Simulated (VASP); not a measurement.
Band structure of PbF$_{2}$ (space group Fm-3m). Computed with PBE GGA, VASP's PBE PAW potentials (set 64) (plane waves; VASP).

Unless said otherwise, spin-orbit coupling is left out, though it shifts the bands of the heavy elements here.

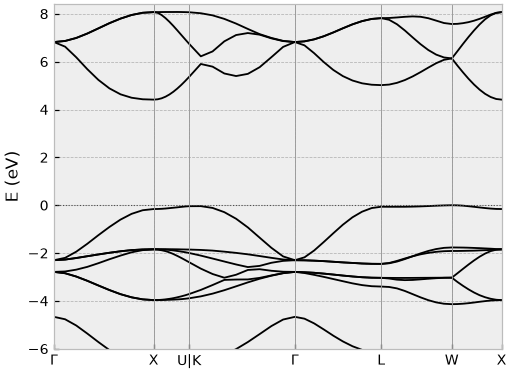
Figure: Bands along high-symmetry lines, zero at the valence-band maximum or, without a gap, the Fermi level

Problem. Read the plot: is there a gap, and where are the band edges?

Solution. The gap is indirect, 4.41 eV, from the valence maximum at W to the conduction minimum at X.

The structure comes from a computed database's PbF2 entry; how it stands against other phases isn't given here. The cell was not relaxed at this level.
